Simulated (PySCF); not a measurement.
# C3H9FN2Si2: what the fields show

The calculation's input:

```
{"job": {"kind": "nmr", "xc": "PBE0", "basis": "pcSseg-1"}, "charge": 0, "multiplicity": 1}
N      3.938899    -1.004169     0.987489
C      3.267865    -0.171170     0.576589
Si     2.144342     1.165425    -0.095379
C      0.527714     0.268250    -0.557376
C     -0.168866    -0.341769     0.650016
F     -0.377898     0.668500     1.596583
Si    -1.870430    -1.141380     0.258459
N     -2.778603     0.162060    -0.398788
H      2.802902     1.709397    -1.286186
H      1.970856     2.153308     0.966465
H      0.722495    -0.535586    -1.268402
H     -0.158548     0.963217    -1.044006
H      0.500014    -1.053533     1.146386
H     -1.714874    -2.131850    -0.804456
H     -2.362032    -1.747407     1.501108
H     -2.735537     1.054813     0.069608
H     -3.715296    -0.006076    -0.728182
```

Command:

```sh
OMP_NUM_THREADS=1 python probes_run.py task.json out
```

Geometry: GFN2-xTB.

Computed with PBE0/pcSseg-1, SCF density, gas phase, non-relativistic (PySCF 2.14.0).

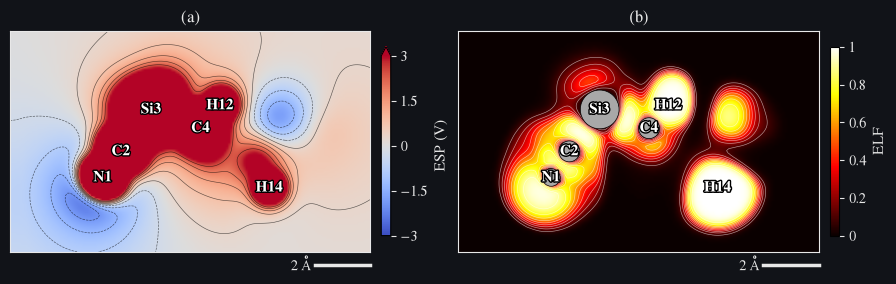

Figure 1. (a) electrostatic potential; (b) electron localisation function on the plane of atoms C2, Si3 and C4. Grey discs cover the atomic cores in the ELF map.

Question: Interpret the plot.

Answer:
- The plane passes through N, C, Si and H nuclei.
- C–N (1.15 Å): the ELF peaks at about 0.85 between the atoms; a short, multiple covalent bond.
- C–Si (1.87 Å): the ELF peaks at about 1 between the atoms; a covalent bond.
- C–Si (1.91 Å): the ELF peaks at about 0.95 between the atoms: a shared electron pair.
- The ELF also peaks beside N1, away from the bonds: lone-pair regions.
- Outside the dense part of the molecule the potential is most negative (−2.2 V) near N1.

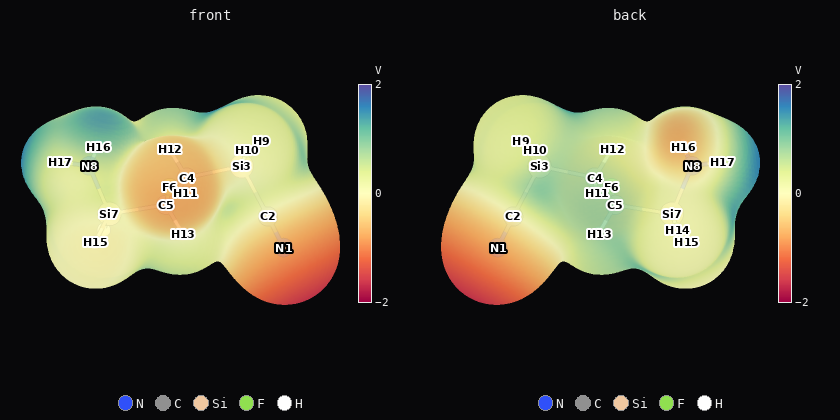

Figure 2. The molecular electrostatic potential painted on the density surface at 0.001 e/bohr³, seen from the front and from behind; red is negative and blue positive.

Question: Where is the surface potential most negative and most positive?

Answer: The most negative region (about −1.6 V, or −37 kcal/mol for a unit charge) lies over N1, the most positive (about +1.5 V, or +35 kcal/mol for a unit charge) over H17. N1 is the likeliest acceptor of a hydrogen bond.
